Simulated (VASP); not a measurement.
Energy against volume of AuZn (CsCl type). All values below come from vdW-DF-cx, VASP's PBE PAW potentials (set 64) (plane waves; VASP 6.6.1).

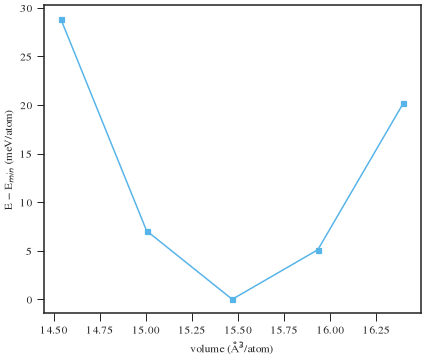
*Energy against volume*

Problem. Estimate the equilibrium volume and the bulk modulus.

Solution. The minimum lies near 15.5 Å³/atom, and the curvature gives B0 of about 140 GPa.

Measured: bulk modulus 131 GPa (computed value off by +5.4 %), as given by Niraj K. Nepal et al., Physical Review B (2020), arXiv:2007.11150. The calculation is for a static lattice, while the measured bulk modulus holds thermal and zero-point effects, which are part of the difference.

The compound is AuZn in the CsCl type structure. It was relaxed first.
